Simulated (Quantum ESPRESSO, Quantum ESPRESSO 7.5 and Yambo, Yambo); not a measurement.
## CdSe (F-43m): G0W0 with and without spin-orbit coupling

Wanted: the effect of spin-orbit coupling on the quasiparticle gap of CdSe (F-43m).

Main program and level: Quantum ESPRESSO 7.5 and Yambo 5.3.0; PBE and many-body steps on it, plane waves.

**The experiments to reproduce.**

- Gap 1.69 ± 0.02 eV: direct gap from (alpha E)^2 extrapolation; spectroscopic ellipsometry; 300 K; film (fully relaxed MBE film, 304 nm) on GaAs(100) (“Band gap bowing of binary alloys: Experimental results compared to theoretical tight-binding supercell calculations for CdZnSe”, 2010, arxiv:1007.2297).

## 1. Starting point

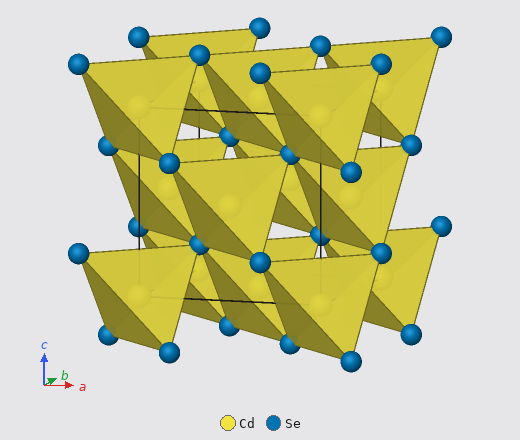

The cell as given, slightly off an axis (cadmium yellow, selenium blue). This picture shows the conventional cell, with its axes. Some periodic images of atoms are drawn too.

Structure file:

```cif
data_structure
_symmetry_space_group_name_H-M 'P 1'
_symmetry_Int_Tables_number 1
_cell_length_a 4.3420
_cell_length_b 4.3420
_cell_length_c 4.3420
_cell_angle_alpha 60.000
_cell_angle_beta 60.000
_cell_angle_gamma 60.000
_cell_volume 57.88
loop_
_atom_site_label
_atom_site_type_symbol
_atom_site_fract_x
_atom_site_fract_y
_atom_site_fract_z
_atom_site_occupancy
Cd1 Cd 0.00000 0.00000 0.00000 1
Se2 Se 0.75000 0.75000 0.75000 1
```

The cell and positions are those that the Materials Project relaxed with its own functionals (PBE, PBE+U or r2SCAN), kept fixed.

## 2. Empty states on the mesh, 4×4×4 mesh, 173 bands

This step: Quantum ESPRESSO 7.5; DFT, PBE, plane waves, norm-conserving pseudopotentials.

The sums over transitions need many empty states on a uniform mesh; this step solves for them.

File pw.in:

```
&control
  calculation = 'nscf'
  prefix = 'x'
  outdir = 'o'
  pseudo_dir = 'pseudo'
/
&system
  ibrav = 0
  nat = 2
  ntyp = 2
  ecutwfc = 104.0
  nbnd = 173
  force_symmorphic = .true.
/
&electrons
  conv_thr = 1e-9
  electron_maxstep = 80
  diago_full_acc = .true.
  diago_thr_init = 5e-6
/
ATOMIC_SPECIES
  Cd 112.41 Cd.upf
  Se 78.971 Se.upf
CELL_PARAMETERS angstrom
  -0.0000000000 3.0702711986 3.0702711986
  3.0702711986 -0.0000000000 3.0702711986
  3.0702711986 3.0702711986 -0.0000000000
ATOMIC_POSITIONS crystal
  Cd 0.0000000000 0.0000000000 0.0000000000
  Se 0.7500000000 0.7500000000 0.7500000000
K_POINTS automatic
  4 4 4 0 0 0
```

Command:

```console
$ OMP_NUM_THREADS=1 mpirun -n 4 pw.x -nk 4 -in pw.in > pw.out
```

What it wrote:

```text
Program PWSCF v.7.5 starts

     This program is part of the open-source Quantum ESPRESSO suite
     for quantum simulation of materials; please cite
         "P. Giannozzi et al., J. Phys.:Condens. Matter 21 395502 (2009);
         "P. Giannozzi et al., J. Phys.:Condens. Matter 29 465901 (2017);
         "P. Giannozzi et al., J. Chem. Phys. 152 154105 (2020);
     in publications or presentations arising from this work. More details at

     Atomic positions and unit cell read from directory:
     o/x.save/

     Message from routine setup:
[...]
57.2295  57.4786  58.1886  58.1886  59.1444  59.1444  59.8368  59.9923
     [... 10 further rows ...]
   105.2005 105.6471 105.7290 105.7290 107.3568 107.3568 107.7525 108.1304
   109.0147 109.0147 109.9322 110.3505 110.3505

          k = 0.3536 0.0000 0.0000 (  7003 PWs)   bands (ev):

     [... further k-points ...]

     highest occupied, lowest unoccupied level (ev):     7.6711    8.2221

     XML data file, pseudopotentials, collected wavefunctions

=------------------------------------------------------------------------------=
   JOB DONE.
=------------------------------------------------------------------------------=
```

Elapsed: 28 s, on 4 MPI ranks of Arm Neoverse V1, shared host; peak memory 0.64 GiB; 1.8 min of CPU time.

This step gave:

| Quantity | Value |
| --- | --- |
| gap | 0.5509 eV |
| k of the valence top | 0, 0, 0 |
| k of the conduction bottom | 0, 0, 0 |
| least direct gap | 0.5509 eV |
| k points computed | 8 |
| lowest point of the top converged band, above the valence top | 100.9561 eV |

On this mesh the gap is 0.551 eV.

The density comes from a self-consistent run that is not shown.

## 3. Conversion and set-up

This step: Yambo 5.3.0; conversion and set-up on PBE, plane waves, norm-conserving pseudopotentials.

The states are converted to the many-body program's format and the q mesh is built.

Command:

```console
$ (cd o/x.save; p2y > p2y.log; mv SAVE ../..); yambo > setup.log
```

What it wrote:

```text
 Yambo, version 5.3.0

 [02] CORE Variables Setup
 =========================

  [02.01] Unit cells
  ==================

  Cell kind             :  FCC
  Atoms in the cell     :  Cd  Se
  number of Cd atoms    :  1
  number of Se atoms    :  1

  List of atomic masses
  Mass of Cd    :  112.4100
  Mass of Se    :  78.97100

  List of atomic coordinates    : [cc]
  Cd1       :  0.000000  0.000000  0.000000  order 1
  Se1       :  8.702958  8.702958  8.702958  order 2

  Alat factors          :  5.801972  5.801972  5.801972 [a.u.]
  Direct lattice volume :  390.6221 [a.u.]
[...]
==========================================

 IBZ Q-points                                      :   8
 BZ  Q-points                                      :   64

 K/Q-points units:
 rlu = crystal or reduced units; cc = cartesian coordinates; iku = interal k-units

 Q [1]          [rlu]:  0.000000  0.000000  0.000000
 Q [2]          [rlu]: -0.74024E-17  0.64753E-17  0.25000
 Q [3]          [rlu]:  0.14805E-16 -0.12951E-16 -0.50000
[...]
Q [7]          [rlu]:  0.13563E-16 -0.50000     -0.50000
 Q [8]          [rlu]:  0.250000 -0.500000 -0.250000

  [03.01] X indexes
  =================

   [03.01.01] Sigma indexes
   ========================

 [06] Game Over & Game summary
```

Run time: 3.6 s. Hardware: 1 MPI rank; peak memory 0.26 GiB.

## 4. Scalar-relativistic

Now the one-shot GW correction: screening in the RPA, then the self-energy of the levels asked for.

This step: G0W0 on PBE, plane waves, norm-conserving pseudopotentials.

File gw1.in:

```
HF_and_locXC
gw0
dyson
ppa
em1d
rim_cut
RandQpts= 1000000
RandGvec= 1 RL
EXXRLvcs= 104 Ry
VXCRLvcs= 416 Ry
Chimod= "HARTREE"
% BndsRnXp
 1 | 173 |
%
NGsBlkXp= 15.5 Ry
% LongDrXp
 1 | 1 | 1 |
%
% GbndRnge
 1 | 173 |
%
DysSolver= "n"
ExtendOut
PPAPntXp= 27.21138 eV
% QPkrange
 1 | 1 | 21 | 24 |
%
```

Command:

```console
$ OMP_NUM_THREADS=1 mpirun -n 4 yambo -F gw1.in -J gw1 -C gw1 > gw1.log
```

What it wrote:

```text
 Yambo, version 5.3.0

 [02] CORE Variables Setup
 =========================

  [... cell, symmetries and grids as in the set-up ...]

  [02.05] Energies & Occupations
  ==============================

  [X] === General ===
  [X] Electronic Temperature                        :  0.000000  0.000000 [eV K]
  [X] Bosonic    Temperature                        :  0.000000  0.000000 [eV K]
  [X] Finite Temperature mode                       : no
  [X] El. density                                   :  0.76014E+24 [cm-3]
  [X] Fermi Level                                   :  7.671117 [eV]

  [X] === Gaps and Widths ===
  [X] Conduction Band Min                           :  0.550945 [eV]
  [X] Valence Band Max                              :  0.000000 [eV]
  [X] Filled Bands                                  :  22
  [X] Empty Bands                                   :   23  173
  [X] Direct Gap                                    :  0.550945 [eV]
  [X] Direct Gap localized at k                     :  1
  [X] Indirect Gap                                  :  0.550945 [eV]
  [X] Indirect Gap between kpts                     :  1  1
  [X] Last valence band width                       :  2.085450 [eV]
  [X] 1st conduction band width                     :  4.360734 [eV]

 [03] Transferred momenta grid and indexing
 ==========================================

 IBZ Q-points                                      :   8
 BZ  Q-points                                      :   64

 K/Q-points units:
 rlu = crystal or reduced units; cc = cartesian coordinates; iku = interal k-units

 Q [1]          [rlu]:  0.000000  0.000000  0.000000
 Q [2]          [rlu]: -0.74024E-17  0.64753E-17  0.25000
 Q [3]          [rlu]:  0.14805E-16 -0.12951E-16 -0.50000
 Q [4]          [rlu]: -0.67816E-17  0.25000      0.25000
 Q [5]          [rlu]: -0.13780E-16  0.25000      0.50000
 Q [6]          [rlu]: -0.12951E-16  0.25000     -0.25000
 Q [7]          [rlu]:  0.13563E-16 -0.50000     -0.50000
 Q [8]          [rlu]:  0.250000 -0.500000 -0.250000

 [04] Coloumb potential Random Integration (RIM)
 ===============================================

  [04.01] RIM initialization
  ==========================

  * Diagonal components only detected *

  8 x (sBL volume)        :  0.079377 [a.u.]
  sBZ random points       :  1000000
  Points outside the sBZ  :   7999624
  RL volume               :  0.635013 [a.u.]
  Integrated volume       :  0.635043 [a.u.]

  [04.02] RIM integrals
  =====================

  Gamma point sphere radius             :  0.077956 [a.u.]
  Points outside the sphere             :   799635
  [Int_sBZ(q=0) 1/q^2]*(Vol_sBZ)^(-1/3) =:  7.763403
                                 should be <:  7.795600

  Summary of Coulomb integrals for non-metallic bands |Q|[au] RIM/Bare

  Q [1] 0.100000E-4 0.995870 * Q [2] 0.234463 1.065611
  Q [4] 0.270735 1.063960 * Q [6] 0.382877 1.025542
  Q [5] 0.448963 1.019403 * Q [3] 0.468927 1.016307
  Q [7] 0.541470 1.013019 * Q [8] 0.605382 1.010006

 [05] Dipoles
 ============

  [05.01] Setup: observables and procedures
  =========================================

 [06] Dynamic Dielectric Matrix (PPA)
 ====================================

 [WR./gw1//ndb.pp]---------------------------------------------------------------
  Brillouin Zone Q/K grids (IBZ/BZ)                :    8   64    8   64
  RL vectors                                       :   8363 [WF]
  Coulomb cutoff potential                         : none
  Electronic Temperature                           :  0.000000 [K]
  Bosonic    Temperature                           :  0.000000 [K]
  PPA    diel. fun.  energies                      : Perdew, Burke & Ernzerhof(X)+Perdew, Burke & Ernzerhof(C)
  wavefunctions                                    : Perdew, Burke & Ernzerhof(X)+Perdew, Burke & Ernzerhof(C)
  Global Gauge                                     : length
  X matrix size                                    :   459
  X band range                                     :    1  173
  X e/h energy range                               : -1.000000 -1.000000 [eV]
  X Time ordering                                  : R
  X Hxc Kernel                                     : HARTREE
  X Drude frequency                                :  0.000000  0.000000
  X poles                                          :  100.0000 [o/o]
  RL vectors in the sum                            :   8363
  [r,Vnl] included                                 : yes
  Field direction                                  :  0.577350E-5  0.577350E-5  0.577350E-5
  BZ energy Double Grid                            : no
  BZ energy DbGd points                            : 0
  BZ Q point size factor                           : -1.000000
  X Optical Averaged directions                    : none

 [07] Local Exchange-Correlation + Non-Local Fock
 ================================================

 [VXC] Plane waves :   55849
 [EXS] Plane waves :   6975

 QP @ state[ 1 ] K range:  1  1
 QP @ state[ 1 ] b range:  21  24

 [xc] Functional : Perdew, Burke & Ernzerhof(X)+Perdew, Burke & Ernzerhof(C)
 [xc] LIBXC used to calculate xc functional
  PP Number of Atomic Species                      :  2
  NLCC RL compoments                               :   55849
  PP Number of Atomic Species                      :  2
  NLCC RL compoments                               :   55849

 [xc] E_xc :  -40.56591 [Ha]
      E_xc :  -81.13181 [Ry]

  Local XC kind (lXC) : Perdew, Burke & Ernzerhof(X)+Perdew, Burke & Ernzerhof(C)
  Non-Local XC kind (nlXC) : Hartree-Fock

  Corrections @ K [1] :  [eV]
 <21|nlXC|21> = -18.27012 -0.58027E-17 <21|lXC|21> = -15.80774  0.37763E-15
 <22|nlXC|22> = -18.27008  0.10571E-16 <22|lXC|22> = -15.80774  0.18882E-15
 <23|nlXC|23> = -8.092412  0.17335E-17 <23|lXC|23> = -11.61124 -0.47203E-16
 <24|nlXC|24> = -5.754819 -0.12395E-17 <24|lXC|24> = -10.30179 -0.18882E-15

 [08] Dyson equation: Newton solver
 ==================================

  [08.01] G0W0 (W PPA)
  ====================

  [  GW  ] Bands range     :    1  173
  [GW/PPA] G damping       :  0.100000 [eV]

  QP @ state[ 1 ] K range:  1  1
  QP @ state[ 1 ] b range:  21  24

   Sc/G bands                                       :    1  173
   Sc/G damping                                     :  0.100000 ev
   Sc bands terminator                              : no
   Sx RL components                                 :   6975

   QP @ state[ 1 ] K range                          :  1  1
   QP @ state[ 1 ] b range                          :  21  24
   GF energies kind                                 : Perdew, Burke & Ernzerhof(X)+Perdew, Burke & Ernzerhof(C)
   GF WF`s kind                                     : Perdew, Burke & Ernzerhof(X)+Perdew, Burke & Ernzerhof(C)
   Xs energies kind                                 : Perdew, Burke & Ernzerhof(X)+Perdew, Burke & Ernzerhof(C)
   Xs WF`s kind                                     : Perdew, Burke & Ernzerhof(X)+Perdew, Burke & Ernzerhof(C)

 [11] Game Over & Game summary
```

The job ended after 7.7 min (4 MPI ranks; peak memory 2.4 GiB; 31 min of CPU time).

This step gave:

* G0W0 gap on the points computed: 1.191 eV
* starting gap on the mesh: 0.5509 eV
* k of the valence top: 0, 0, 0
* k of the conduction bottom: 0, 0, 0
* least direct G0W0 gap on the computed points: 1.191 eV
* Z at the valence top: 0.7899
* Z at the conduction bottom: 0.8117

The gap on the mesh goes from 0.55 eV to 1.19 eV, a correction of +0.64 eV.

## 5. Empty states on the mesh, 4×4×4 mesh, 346 bands

This step: Quantum ESPRESSO 7.5; DFT, PBE with spin-orbit coupling, plane waves, norm-conserving pseudopotentials.

pw.in: that of step 2 with these lines changed.

```diff
@@ -11,4 +11,6 @@
   ecutwfc = 104.0
-  nbnd = 173
+  nbnd = 346
   force_symmorphic = .true.
+  noncolin = .true.
+  lspinorb = .true.
 /
```

Command:

```console
$ OMP_NUM_THREADS=1 mpirun -n 4 pw.x -nk 4 -in pw.in > pw.out
```

What it wrote:

```text
[banner, memory and clock lines left out]
Program PWSCF v.7.5 starts

     Atomic positions and unit cell read from directory:
     o/x.save/

     Message from routine setup:
     using ibrav=0 with symmetry is DISCOURAGED, use correct ibrav instead

     G-vector sticks info

     bravais-lattice index     =            0
     lattice parameter (alat)  =       8.2052  a.u.
     unit-cell volume          =     390.6221 (a.u.)^3
     number of atoms/cell      =            2
     number of atomic types    =            2
     number of electrons       =        44.00
[...]
[... 32 further rows ...]
[...]
110.9625 110.9625

          k =-0.3536-0.3536 0.3536 (  6958 PWs)   bands (ev):

  -199.2157-199.2157-142.6870-142.6870-136.8153-136.8153-136.8153-136.8153
[...]
28.8810  28.8810  28.9135  28.9135  32.0548  32.0548  32.6508  32.6508
     [... 32 further rows ...]
   108.9990 108.9990 109.0315 109.0315 109.9398 109.9398 110.3469 110.3469
   110.3597 110.3597

          k = 0.3536 0.0000 0.0000 (  7003 PWs)   bands (ev):

     [... further k-points ...]

     highest occupied, lowest unoccupied level (ev):     7.7982    8.2308

     XML data file, pseudopotentials, collected wavefunctions
```

Wall time 2.9 min (4 MPI ranks); peak memory 1.9 GiB; 12 min of CPU time.

Numbers from this step:

```yaml
gap: 0.4325 eV
k_of_the_valence_top: 0, 0, 0
k_of_the_conduction_bottom: 0, 0, 0
least_direct_gap: 0.4325 eV
k_points_computed: 8
lowest_point_of_the_top_converged_band_above_the_valence_top: 100.8285 eV
```

On this mesh the gap is 0.433 eV.

The density comes from a self-consistent run that is not shown, made with spin-orbit coupling and fully relativistic files.

## 6. Conversion and set-up

This step: Yambo 5.3.0; conversion and set-up on PBE with spin-orbit coupling, plane waves, norm-conserving pseudopotentials.

Command:

```console
$ (cd o/x.save; p2y > p2y.log; mv SAVE ../..); yambo > setup.log
```

What it wrote:

```text
 Yambo, version 5.3.0

 [02] CORE Variables Setup
 =========================

  [02.01] Unit cells
  ==================

  Cell kind             :  FCC
  Atoms in the cell     :  Cd  Se
  number of Cd atoms    :  1
  number of Se atoms    :  1

  List of atomic masses
  Mass of Cd    :  112.4100
  Mass of Se    :  78.97100

  List of atomic coordinates    : [cc]
  Cd1       :  0.000000  0.000000  0.000000  order 1
  Se1       :  8.702958  8.702958  8.702958  order 2

  Alat factors          :  5.801972  5.801972  5.801972 [a.u.]
  Direct lattice volume :  390.6221 [a.u.]
[...]
==========================================

 IBZ Q-points                                      :   8
 BZ  Q-points                                      :   64

 K/Q-points units:
 rlu = crystal or reduced units; cc = cartesian coordinates; iku = interal k-units

 Q [1]          [rlu]:  0.000000  0.000000  0.000000
 Q [2]          [rlu]: -0.74024E-17  0.64753E-17  0.25000
 Q [3]          [rlu]:  0.14805E-16 -0.12951E-16 -0.50000
[...]
Q [7]          [rlu]:  0.13563E-16 -0.50000     -0.50000
 Q [8]          [rlu]:  0.250000 -0.500000 -0.250000

  [03.01] X indexes
  =================

   [03.01.01] Sigma indexes
   ========================

 [06] Game Over & Game summary
```

Elapsed: 4.5 s, on 1 MPI rank; peak memory 0.26 GiB.

[end of part 1 of 2]

[Paths, hosts, dates, memory and timing lines, banners, echoed tables and standing remarks are left out of the program output.]

[Logs are printed without paths, hosts, clocks, repeated set-up lines and the standing remarks that a program may print on its own settings, such as how far it seeks lower states.]

[Runs of the session that timed out or met a known fault of the program may be left out.]

[Hosts, paths, dates, database ids (printed as entryN), source tags and the programs' standing remarks are cut or masked in the printed files.]
